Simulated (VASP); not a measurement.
Band structure of Si$_{3}$Rh$_{5}$ (space group Pbam). Computed with r2SCAN meta-GGA, VASP's PBE PAW potentials (set 64) (plane waves; VASP 6.6.1).

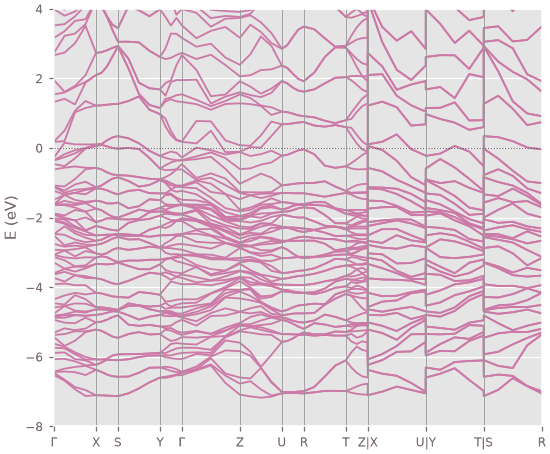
Fig. 1. Bands along high-symmetry lines, zero at the valence-band maximum or, without a gap, the Fermi level

### Question
Read the plot: is there a gap, and where are the band edges?

### Answer
It has no gap at this level: it comes out as a metal or semimetal.

The structure comes from a computed database's Si3Rh5 entry (Pbam); how it stands against other phases isn't given here. It was relaxed first.
